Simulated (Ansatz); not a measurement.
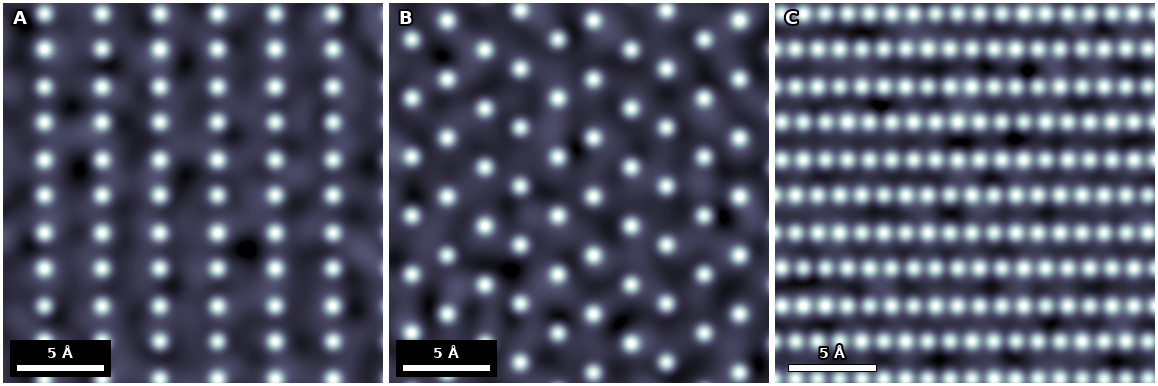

Three views of Br (Cmce, No. 64) along different zone axes. Simulation: incoherent imaging, intensity Z^1.8 per atom, probe width 0.77 Å, thin sample. The probe carries 25 % of its weight in a tail 2.5 times as wide. The display is stretched by a gamma of 0.65; percentages refer to the linear signal. The speckle of an amorphous layer was added. Structure: the end point of a relaxation with DFT LDA, scalar-relativistic, plane waves, PAW in Ansatz.

```cif
data_structure
_symmetry_space_group_name_H-M 'P 1'
_symmetry_Int_Tables_number 1
_cell_length_a 6.6468
_cell_length_b 3.9270
_cell_length_c 8.4148
_cell_angle_alpha 90.000
_cell_angle_beta 90.000
_cell_angle_gamma 90.000
_cell_volume 219.64
loop_
_atom_site_label
_atom_site_type_symbol
_atom_site_fract_x
_atom_site_fract_y
_atom_site_fract_z
_atom_site_occupancy
Br1 Br 0.50000 0.66202 0.12088 1
Br2 Br 0.50000 0.33798 0.87912 1
Br3 Br 0.50000 0.16202 0.37912 1
Br4 Br 0.50000 0.83798 0.62088 1
Br5 Br 0.00000 0.16202 0.12088 1
Br6 Br 0.00000 0.83798 0.87912 1
Br7 Br 0.00000 0.66202 0.37912 1
Br8 Br 0.00000 0.33798 0.62088 1
```

**Match the panels to the zone axes [010], [110] and [120].**

A is [010]: projected cell 3.32 × 4.21 Å, 90°. B is [110]: projected cell 3.38 × 8.41 Å, 90°, plane group p2gg. C is [120]: projected cell 1.27 × 8.41 Å, 90°, plane group p2mg.
